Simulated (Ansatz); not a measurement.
# H2O (triplet): from Hartree-Fock to the top rungs at distance H1–H2 along a hydrogen transfer = 1.174 Å, cc-pVTZ

How much of the correlation energy of H2O (triplet) does each wave-function method recover here?

Computed with Ansatz 0.2.0, Gaussian basis. Level: cc-pVTZ, core rule «outside noble gas», up to 1 orbitals frozen.

To be run: UHF; CCSD(T) on ROHF; CCSD(T) on UHF; BCCD(T) on ROHF; CISD; CCSDT(Q) on ROHF; CCSDT(Q) on UHF; CASSCF and NEVPT2, 4 electrons in 4 orbitals; CASSCF and MRCISD+Q, 8 electrons in 6 orbitals; CASSCF and NEVPT2, 8 electrons in 6 orbitals.

11 further runs of the same task are left out: 1 for a mislabelled method, 9 that didn't finish, 1 set aside as unsound or not needed.

### 1 The system

The geometry derives from fragments relaxed apart (PBE0/def2-TZVP) and kept rigid, so it is no stationary point. A hydrogen atom is moved between rigid fragments.

3 atoms, charge 0, spin multiplicity 3.

Atoms are counted from 1 here; the program's logs count them from 0.

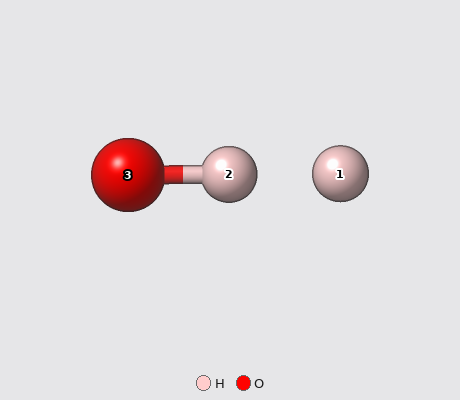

The structure; hydrogen pink, oxygen red; atoms are numbered from 1 in the order of the file.

In the tables R marks a restricted open-shell determinant and U an unrestricted one; 'pair' is the active space of 4 electrons in 4 orbitals; 'valence' is the active space of 8 electrons in 6 orbitals; energies count from the table's Hartree-Fock row.

### 2 UHF

Contents of in.yaml:

```yaml
crystal:
  periodic: [false, false, false]
  atoms:
    - {symbol: H, position_ang: [0.000000, 0.000000, -1.136667]}
    - {symbol: H, position_ang: [0.000000, 0.000000, 0.037333]}
    - {symbol: O, position_ang: [0.000000, 0.000000, 1.099333]}
basis:
  gaussian: {orbitals: cc-pVTZ}
magnetization: {spin_polarized: true, initial_magnetization: 2}
hamiltonian: {xc: hf}
output: {orbitals: {seedname: orbitals}}
```

On the command line:

```console
ansatz run in.yaml --threads 1 --pin off --events-out ev --progress --plain --max-ram 2393MiB
```

Output:

```text
Functional definition: HF
  name "HF"
  cite "Fock, Z. Phys. 61, 126 (1930) doi:10.1007/BF01340294"
  parent pbe
  exchange = exact_x
  correlation = 0
336 factors; their error is unknown
mean field evaluation 1: about -2064.2589 eV, gradient 1.1e1 eV
mean field evaluation 2: about -2065.0619 eV, gradient 4.3e0 eV
mean field evaluation 4: about -2065.2830 eV, gradient 7.2e-1 eV
mean field evaluation 8: about -2065.2963 eV, gradient 6.3e-2 eV
mean field evaluation 16: about -2065.2231 eV, gradient 2.9e0 eV
mean field -2065.30903685 eV, -75.8987071874 hartree, gradient 1.6e-5 eV, S^2 2.028727; 0 other end points of the search recorded, 0 dependent functions left out
reference -2065.30903685 eV, -75.8987071874 hartree; 6, 4 occupied and 52, 54 virtual orbitals, 336 factors
Total energy: -2065.30903685 eV, -75.8987071874 hartree
```

It took 0.12 s on 1 thread of Arm Neoverse V2, shared host.

From the report: ⟨S²⟩ of the determinant 2.029 (pure triplet: 2.00).

### 3 CCSD(T) on ROHF

Edit in.yaml of step 2 so:

```diff
@@ -8,4 +8,4 @@
   gaussian: {orbitals: cc-pVTZ}
-magnetization: {spin_polarized: true, initial_magnetization: 2}
-hamiltonian: {xc: hf}
-output: {orbitals: {seedname: orbitals}}
+magnetization: {spin_polarized: false, initial_magnetization: 2}
+correlation: {method: ccsd_t, electrons: outside_noble_gas}
+output: {forces: true}
```

Same command.

Output, shortened:

```text
Functional definition: HF
  name "HF"
  cite "Fock, Z. Phys. 61, 126 (1930) doi:10.1007/BF01340294"
  parent pbe
[...]
337 factors; integrals over basis functions are off by at most 1.1e-3 eV
[...]
mean field -2065.04346721 eV, -75.8889476831 hartree, gradient 4.4e-6 eV, S^2 2.000000; 3 other end points of the search recorded, 0 dependent functions left out
[...]
determinant -2065.04346721 eV, -75.8889476831 hartree, with singles and doubles -2071.38227253 eV, -76.1218944821 hartree
determinant -2062.56388528 eV, -75.7978247281 hartree, with singles and doubles -2068.39580821 eV, -76.0121439426 hartree
1 core orbitals not correlated: weight in the atoms' cores, before any rotation towards them, 1.000 or more for the frozen orbitals, at most 0.000 for the correlated occupied ones
reference -2065.04346721 eV, -75.8889476831 hartree; 5, 3 occupied and 52, 54 virtual orbitals, 337 factors
second order -5.75987349 eV of doubles, -0.13592287 eV of singles
cycle   1  -6.29728748 eV  change   -7.1e-1 eV  update   1.4e-2
[...]
cycle  10  -6.31835095 eV  change   -2.1e-7 eV  update   1.6e-6
perturbative correction -0.16882043 eV, -0.0062040365 hartree
[...]
Total energy: -2071.53063859 eV, -76.1273468344 hartree
Atom 0 at     0.000000     0.000000    -1.136667 Å, force    -0.000000    -0.000000    -0.392576 eV/Å
Atom 1 at     0.000000     0.000000     0.037333 Å, force     0.000000     0.000000     1.715984 eV/Å
Atom 2 at     0.000000     0.000000     1.099333 Å, force    -0.000000    -0.000000    -1.323408 eV/Å
Dipole moment:    -0.000000    -0.000000    -0.344339 e Å
```

Wall time 4.2 s (1 thread of Arm Neoverse V2, shared host).

From the report: correlation -6.4872 eV; T1 0.027; largest double amplitude 0.05.

### 4 CCSD(T) on UHF

Edit in.yaml of step 3 so:

```diff
@@ -8,3 +8,3 @@
   gaussian: {orbitals: cc-pVTZ}
-magnetization: {spin_polarized: false, initial_magnetization: 2}
+magnetization: {spin_polarized: true, initial_magnetization: 2}
 correlation: {method: ccsd_t, electrons: outside_noble_gas}
```

Launched as before.

Output, shortened:

```text
Functional definition: HF
  name "HF"
  cite "Fock, Z. Phys. 61, 126 (1930) doi:10.1007/BF01340294"
  parent pbe
[...]
337 factors; integrals over basis functions are off by at most 1.1e-3 eV
[...]
mean field -2065.30904261 eV, -75.8987073993 hartree, gradient 6.2e-6 eV, S^2 2.028727; 5 other end points of the search recorded, 0 dependent functions left out
determinant -2065.30904261 eV, -75.8987073993 hartree, with singles and doubles -2071.38650746 eV, -76.1220501130 hartree
determinant -2062.77355867 eV, -75.8055300830 hartree, with singles and doubles -2068.39373234 eV, -76.0120676560 hartree
1 core orbitals not correlated: weight in the atoms' cores, before any rotation towards them, 1.000 or more for the frozen orbitals, at most 0.000 for the correlated occupied ones
reference -2065.30904261 eV, -75.8987073993 hartree; 5, 3 occupied and 52, 54 virtual orbitals, 337 factors
second order -5.60985981 eV of doubles, -0.00000000 eV of singles
cycle   1  -6.04338183 eV  change   -7.1e-1 eV  update   1.3e-2
[...]
cycle  10  -6.06097999 eV  change    2.2e-7 eV  update   1.1e-6
perturbative correction -0.16158905 eV, -0.0059382879 hartree
[...]
Total energy: -2071.53161165 eV, -76.1273825935 hartree
Atom 0 at     0.000000     0.000000    -1.136667 Å, force     0.000000     0.000000    -0.393724 eV/Å
Atom 1 at     0.000000     0.000000     0.037333 Å, force     0.000000    -0.000000     1.719383 eV/Å
Atom 2 at     0.000000     0.000000     1.099333 Å, force    -0.000000     0.000000    -1.325660 eV/Å
Dipole moment:    -0.000000    -0.000000    -0.344392 e Å
```

It took 4 s on 1 thread of Arm Neoverse V2, shared host.

From the report: ⟨S²⟩ of the determinant 2.029 (pure triplet: 2.00); correlation -6.2226 eV; T1 0.014; largest double amplitude 0.05.

### 5 BCCD(T) on ROHF

Edit in.yaml of step 4 so:

```diff
@@ -8,4 +8,3 @@
   gaussian: {orbitals: cc-pVTZ}
-magnetization: {spin_polarized: true, initial_magnetization: 2}
-correlation: {method: ccsd_t, electrons: outside_noble_gas}
-output: {forces: true}
+magnetization: {spin_polarized: false, initial_magnetization: 2}
+correlation: {method: bccd_t, electrons: outside_noble_gas}
```

Launched as before.

Output, shortened:

```text
Functional definition: HF
  name "HF"
  cite "Fock, Z. Phys. 61, 126 (1930) doi:10.1007/BF01340294"
  parent pbe
[...]
337 factors; integrals over basis functions are off by at most 1.1e-3 eV
[...]
mean field -2065.04346721 eV, -75.8889476831 hartree, gradient 4.4e-6 eV, S^2 2.000000; 3 other end points of the search recorded, 0 dependent functions left out
[...]
determinant -2065.04346721 eV, -75.8889476831 hartree, with singles and doubles -2071.38227253 eV, -76.1218944821 hartree
determinant -2062.56388528 eV, -75.7978247281 hartree, with singles and doubles -2068.39580821 eV, -76.0121439426 hartree
1 core orbitals not correlated: weight in the atoms' cores, before any rotation towards them, 1.000 or more for the frozen orbitals, at most 0.000 for the correlated occupied ones
reference -2065.04346721 eV, -75.8889476831 hartree; 5, 3 occupied and 52, 54 virtual orbitals, 337 factors
second order -5.75987349 eV of doubles, -0.13592287 eV of singles
cycle   1  -6.29928147 eV  change   -7.1e-1 eV  update   1.6e-2
[...]
cycle  10  -6.31617704 eV  change   -1.7e-6 eV  update   3.2e-6
perturbative correction -0.17066188 eV, -0.0062717085 hartree
Total energy: -2071.53030613 eV, -76.1273346165 hartree
```

Run time: 1.8 s. Hardware: 1 thread of Arm Neoverse V2, shared host.

From the report: correlation -6.4868 eV; largest double amplitude 0.05.

### 6 CISD

Edit in.yaml of step 5 so:

```diff
@@ -9,2 +9,2 @@
 magnetization: {spin_polarized: false, initial_magnetization: 2}
-correlation: {method: bccd_t, electrons: outside_noble_gas}
+correlation: {active_space: {ras: {orbitals: [3, 2, 52], electrons: 8, max_holes: 2, max_particles: 2}, fixed_orbitals: true}}
```

The command is unchanged.

Output:

```text
Functional definition: HF
  name "HF"
  cite "Fock, Z. Phys. 61, 126 (1930) doi:10.1007/BF01340294"
  parent pbe
  exchange = exact_x
  correlation = 0
337 factors; integrals over basis functions are off by at most 1.1e-3 eV
mean field evaluation 1: about -2064.1796 eV, gradient 1.3e1 eV
mean field evaluation 2: about -2064.1839 eV, gradient 1.3e1 eV
mean field evaluation 4: about -2064.9831 eV, gradient 3.0e0 eV
mean field evaluation 8: about -2065.0435 eV, gradient 9.1e-4 eV
mean field evaluation 16: about -2065.0435 eV, gradient 2.5e-4 eV
mean field -2065.04346721 eV, -75.8889476831 hartree, gradient 4.4e-6 eV, S^2 2.000000; 2 other end points of the search recorded, 0 dependent functions left out
reference -2065.04346721 eV, -75.8889476831 hartree; 6, 4 occupied and 52, 54 virtual orbitals, 337 factors
state -2071.14902125 eV, -76.1133226559 hartree
Total energy: -2071.14902125 eV, -76.1133226559 hartree
```

Run time: 2 s. Hardware: 1 thread of Arm Neoverse V2, shared host.

From the report: 57,740 determinants.

### 7 CCSDT(Q) on ROHF

Edit in.yaml of step 6 so:

```diff
@@ -9,2 +9,2 @@
 magnetization: {spin_polarized: false, initial_magnetization: 2}
-correlation: {active_space: {ras: {orbitals: [3, 2, 52], electrons: 8, max_holes: 2, max_particles: 2}, fixed_orbitals: true}}
+correlation: {method: ccsdt_q, electrons: outside_noble_gas}
```

Launched as before.

Output, shortened:

```text
Functional definition: HF
  name "HF"
  cite "Fock, Z. Phys. 61, 126 (1930) doi:10.1007/BF01340294"
  parent pbe
[...]
649 factors; integrals over basis functions are off by at most 2.1e-7 eV
[...]
mean field -2065.04346905 eV, -75.8889477507 hartree, gradient 4.2e-6 eV, S^2 2.000000; 3 other end points of the search recorded, 0 dependent functions left out
[...]
determinant -2065.04346905 eV, -75.8889477507 hartree, with singles and doubles -2071.38228733 eV, -76.1218950259 hartree
determinant -2062.56387959 eV, -75.7978245191 hartree, with singles and doubles -2068.39582017 eV, -76.0121443822 hartree
1 core orbitals not correlated: weight in the atoms' cores, before any rotation towards them, 1.000 or more for the frozen orbitals, at most 0.000 for the correlated occupied ones
reference -2065.04346905 eV, -75.8889477507 hartree; 5, 3 occupied and 52, 54 virtual orbitals, 649 factors
second order -5.75988842 eV of doubles, -0.13592276 eV of singles
cycle   1  -6.13245452 eV  change   -2.3e-1 eV  update   5.3e-2
[...]
cycle  15  -6.49772678 eV  change    1.5e-7 eV  update   6.6e-7
perturbative correction -0.00629217 eV, -0.0002312329 hartree
Total energy: -2071.54748799 eV, -76.1279660385 hartree
```

Wall time 42 s (1 thread of Arm Neoverse V2, shared host); peak memory 0.6 GiB.

From the report: correlation -6.5040 eV; T1 0.028; largest double amplitude 0.05.

### 8 CCSDT(Q) on UHF

Edit in.yaml of step 7 so:

```diff
@@ -8,3 +8,3 @@
   gaussian: {orbitals: cc-pVTZ}
-magnetization: {spin_polarized: false, initial_magnetization: 2}
+magnetization: {spin_polarized: true, initial_magnetization: 2}
 correlation: {method: ccsdt_q, electrons: outside_noble_gas}
```

Same command.

Output, shortened:

```text
Functional definition: HF
  name "HF"
  cite "Fock, Z. Phys. 61, 126 (1930) doi:10.1007/BF01340294"
  parent pbe
[...]
649 factors; integrals over basis functions are off by at most 2.1e-7 eV
[...]
mean field -2065.30904431 eV, -75.8987074616 hartree, gradient 5.9e-6 eV, S^2 2.028727; 5 other end points of the search recorded, 0 dependent functions left out
determinant -2065.30904431 eV, -75.8987074616 hartree, with singles and doubles -2071.38652202 eV, -76.1220506481 hartree
determinant -2062.77355374 eV, -75.8055299017 hartree, with singles and doubles -2068.39374291 eV, -76.0120680443 hartree
1 core orbitals not correlated: weight in the atoms' cores, before any rotation towards them, 1.000 or more for the frozen orbitals, at most 0.000 for the correlated occupied ones
reference -2065.30904431 eV, -75.8987074616 hartree; 5, 3 occupied and 52, 54 virtual orbitals, 649 factors
second order -5.60987396 eV of doubles, -0.00000000 eV of singles
cycle   1  -5.87714090 eV  change   -2.7e-1 eV  update   5.0e-2
[...]
cycle  15  -6.23386129 eV  change   -4.5e-7 eV  update   6.8e-7
perturbative correction -0.00647411 eV, -0.0002379191 hartree
Total energy: -2071.54937971 eV, -76.1280355576 hartree
```

It took 36 s on 1 thread of Arm Neoverse V2, shared host; peak memory 0.52 GiB.

From the report: ⟨S²⟩ of the determinant 2.029 (pure triplet: 2.00); correlation -6.2403 eV; T1 0.014; largest double amplitude 0.05.

### 9 CASSCF and NEVPT2, 4 electrons in 4 orbitals

Edit in.yaml of step 8 so:

```diff
@@ -8,3 +8,3 @@
   gaussian: {orbitals: cc-pVTZ}
-magnetization: {spin_polarized: true, initial_magnetization: 2}
-correlation: {method: ccsdt_q, electrons: outside_noble_gas}
+magnetization: {spin_polarized: false, initial_magnetization: 2}
+correlation: {method: sc_nevpt2, electrons: outside_noble_gas, active_space: {window: {electrons: 4, orbitals: 4}}}
```

The command is unchanged.

Output:

```text
Functional definition: HF
  name "HF"
  cite "Fock, Z. Phys. 61, 126 (1930) doi:10.1007/BF01340294"
  parent pbe
  exchange = exact_x
  correlation = 0
337 factors; integrals over basis functions are off by at most 1.1e-3 eV
mean field evaluation 1: about -2064.1796 eV, gradient 1.3e1 eV
mean field evaluation 2: about -2064.1839 eV, gradient 1.3e1 eV
mean field evaluation 4: about -2064.9831 eV, gradient 3.0e0 eV
mean field evaluation 8: about -2065.0435 eV, gradient 9.1e-4 eV
mean field evaluation 16: about -2065.0435 eV, gradient 2.5e-4 eV
mean field -2065.04346721 eV, -75.8889476831 hartree, gradient 4.4e-6 eV, S^2 2.000000; 2 other end points of the search recorded, 0 dependent functions left out
reference -2065.04346721 eV, -75.8889476831 hartree; 6, 4 occupied and 52, 54 virtual orbitals, 337 factors
state -2065.84418933 eV, -75.9183736783 hartree
state -2065.84418933 eV, -75.9183736783 hartree; corrected -2070.99965130 eV, -76.1078334111 hartree
Total energy: -2070.99965130 eV, -76.1078334111 hartree
```

Run time: 0.57 s. Hardware: 1 thread of Arm Neoverse V2, shared host.

From the report: 18 determinants; active occupations 1.97, 1.00, 1.00, 0.03.

### 10 CASSCF and MRCISD+Q, 8 electrons in 6 orbitals

Edit in.yaml of step 9 so:

```diff
@@ -9,2 +9,2 @@
 magnetization: {spin_polarized: false, initial_magnetization: 2}
-correlation: {method: sc_nevpt2, electrons: outside_noble_gas, active_space: {window: {electrons: 4, orbitals: 4}}}
+correlation: {method: fic_mrcisd_q, electrons: outside_noble_gas, active_space: {window: {electrons: 8, orbitals: 6}, shells: [{species: H, l: s, shell: 1}, {species: O, l: s, shell: 2}, {species: O, l: p, shell: 2}]}}
```

Launched as before.

Output, shortened:

```text
Functional definition: HF
  name "HF"
  cite "Fock, Z. Phys. 61, 126 (1930) doi:10.1007/BF01340294"
  parent pbe
[...]
649 factors; integrals over basis functions are off by at most 2.1e-7 eV
[...]
mean field -2065.04346905 eV, -75.8889477507 hartree, gradient 4.2e-6 eV, S^2 2.000000; 2 other end points of the search recorded, 0 dependent functions left out
reference -2065.04346905 eV, -75.8889477507 hartree; 6, 4 occupied and 52, 54 virtual orbitals, 649 factors
state -2065.89985566 eV, -75.9204193782 hartree
contracted CI cycle   1: correlation 0.00000000 eV, 0.0000000000 hartree, residual 2.97e1 eV
contracted CI cycle   2: correlation -5.15858442 eV, -0.1895744809 hartree, residual 4.80e0 eV
contracted CI cycle   3: correlation -5.32666005 eV, -0.1957511464 hartree, residual 1.06e0 eV
contracted CI cycle   4: correlation -5.33610034 eV, -0.1960980705 hartree, residual 2.72e-1 eV
contracted CI cycle   5: correlation -5.33670713 eV, -0.1961203698 hartree, residual 6.45e-2 eV
contracted CI cycle   6: correlation -5.33674013 eV, -0.1961215825 hartree, residual 1.52e-2 eV
contracted CI cycle   7: correlation -5.33674193 eV, -0.1961216485 hartree, residual 3.78e-3 eV
contracted CI cycle   8: correlation -5.33674204 eV, -0.1961216525 hartree, residual 8.44e-4 eV
state -2065.89985566 eV, -75.9204193782 hartree; corrected -2071.48579181 eV, -76.1256987454 hartree
Total energy: -2071.48579181 eV, -76.1256987454 hartree
Checks for a lower state left out: starts, orbital_swaps
```

Wall time 1 s (1 thread of Arm Neoverse V2, shared host).

From the report: 56 determinants; active occupations 2.00, 2.00, 1.97, 1.00, 1.00, 0.03.

### 11 CASSCF and NEVPT2, 8 electrons in 6 orbitals

Contents of in.yaml:

```yaml
crystal:
  periodic: [false, false, false]
  atoms:
    - {symbol: H, position_ang: [0.000000, 0.000000, -1.136667]}
    - {symbol: H, position_ang: [0.000000, 0.000000, 0.037333]}
    - {symbol: O, position_ang: [0.000000, 0.000000, 1.099333]}
basis:
  gaussian: {orbitals: cc-pVTZ}
magnetization: {spin_polarized: false, initial_magnetization: 2}
correlation: {method: sc_nevpt2, electrons: outside_noble_gas, active_space: {window: {electrons: 8, orbitals: 6}, shells: [{species: H, l: s, shell: 1}, {species: O, l: s, shell: 2}, {species: O, l: p, shell: 2}]}}
```

Same command.

Output:

```text
Functional definition: HF
  name "HF"
  cite "Fock, Z. Phys. 61, 126 (1930) doi:10.1007/BF01340294"
  parent pbe
  exchange = exact_x
  correlation = 0
649 factors; integrals over basis functions are off by at most 2.1e-7 eV
mean field evaluation 1: about -2064.1796 eV, gradient 1.3e1 eV
mean field evaluation 2: about -2064.1839 eV, gradient 1.3e1 eV
mean field evaluation 4: about -2064.9831 eV, gradient 3.0e0 eV
mean field evaluation 8: about -2065.0435 eV, gradient 9.1e-4 eV
mean field evaluation 16: about -2065.0435 eV, gradient 2.5e-4 eV
mean field -2065.04346905 eV, -75.8889477507 hartree, gradient 4.2e-6 eV, S^2 2.000000; 2 other end points of the search recorded, 0 dependent functions left out
reference -2065.04346905 eV, -75.8889477507 hartree; 6, 4 occupied and 52, 54 virtual orbitals, 649 factors
state -2065.89985566 eV, -75.9204193782 hartree
state -2065.89985566 eV, -75.9204193782 hartree; corrected -2070.69266272 eV, -76.0965517889 hartree
Total energy: -2070.69266272 eV, -76.0965517889 hartree
Checks for a lower state left out: starts, orbital_swaps
```

It took 0.48 s on 1 thread of Arm Neoverse V2, shared host.

From the report: 56 determinants; active occupations 2.00, 2.00, 1.97, 1.00, 1.00, 0.03.

### 12 Natural occupations

Natural occupations of the CASSCF valence state about the gap (report; correlated orbitals 1 to 6): 2.000, 1.999, 1.967, 1.002, 1.000, 0.033. The count of effectively unpaired electrons, Σ n²(2 − n)², is 2.01; a single determinant of this spin has 2.

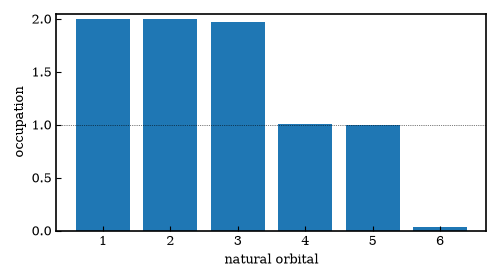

Natural occupations of the CASSCF valence state.

### 13 The ladder

The yardstick is UCCSDT(Q), where the cluster series has nearly closed. Rows without a time come out of other runs: HF, MP2 and CCSD of CCSD(T), CCSDT of CCSDT(Q), CASSCF and MRCISD of the multireference runs. The times of RCCSD(T), UCCSD(T) include forces.

Differences are taken before rounding.

```tsv
method	energy from the lowest RHF (meV)	from UCCSDT(Q) (meV)	time
RHF	0.0	+6505.9	
UHF	-265.6	+6240.3	
RMP2	-5895.8	+610.1	
UMP2	-5875.4	+630.5	
CISD	-6105.6	+400.4	2 s
RCCSD	-6318.4	+187.6	
UCCSD	-6326.6	+179.4	
RCCSD(T)	-6487.2	+18.7	4.2 s
UCCSD(T)	-6488.1	+17.8	4 s
BCCD(T)	-6486.8	+19.1	1.8 s
RCCSDT	-6497.7	+8.2	
UCCSDT	-6499.4	+6.5	
RCCSDT(Q)	-6504.0	+1.9	42 s
UCCSDT(Q)	-6505.9	0	36 s
CASSCF pair	-800.7	+5705.2	
NEVPT2 pair	-5956.2	+549.7	0.57 s
CASSCF valence	-856.4	+5649.5	
NEVPT2 valence	-5649.2	+856.7	0.48 s
MRCISD valence	-6193.1	+312.8	
MRCISD+Q valence	-6442.3	+63.6	1 s
```

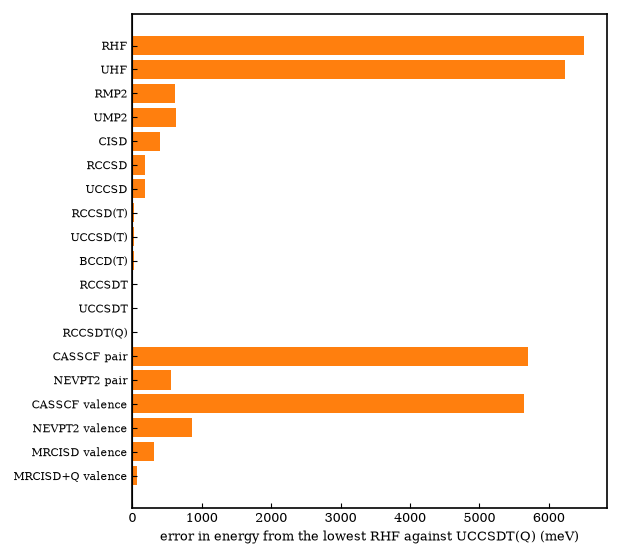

How far each level lands from UCCSDT(Q).

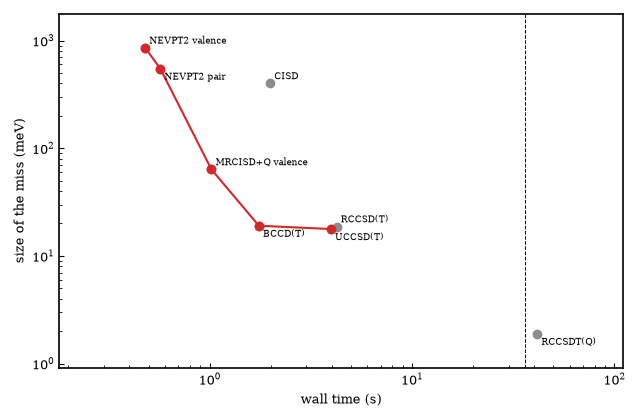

Accuracy for the time spent; red marks the levels that beat every quicker one drawn (of those quicker than the yardstick), and the dashed line is the time of UCCSDT(Q). Times are from a shared host.

### 14 Outcome

| quantity | value |
| --- | --- |
| UCCSDT(Q) below the RHF energy | -6.5059 eV |
| RMP2 from UCCSDT(Q) | +610.1 meV |
| UMP2 from UCCSDT(Q) | +630.5 meV |
| RCCSD from UCCSDT(Q) | +187.6 meV |
| RCCSD(T) from UCCSDT(Q) | +18.7 meV |
| UCCSD(T) from UCCSDT(Q) | +17.8 meV |
| RCCSDT(Q) from UCCSDT(Q) | +1.9 meV |
| NEVPT2 pair from UCCSDT(Q) | +549.7 meV |
| NEVPT2 valence from UCCSDT(Q) | +856.7 meV |
| MRCISD+Q valence from UCCSDT(Q) | +63.6 meV |
| levels within 1 kcal/mol (43 meV) | RCCSD(T), UCCSD(T), BCCD(T), RCCSDT, UCCSDT, RCCSDT(Q) |
| T1 diagnostic | 0.027 |
| effectively unpaired electrons | 2.01 |

In words: RCCSD(T) lands +18.7 meV from the yardstick (0.3 % of the correlation energy). One determinant dominates. Of the multireference levels listed MRCISD+Q valence comes nearest in total energy (+63.6 meV), which doesn't show that its space is the better one. These misses are within one basis, not against nature; the frozen cores of restricted and unrestricted runs differ, which can shift their rows.

UCCSD(T) reaches 17.8 meV from the reference in 4 s, where UCCSDT(Q) took 36 s; the quickest level in the cost chart, NEVPT2 valence, takes 0.48 s and misses by 856.7 meV.
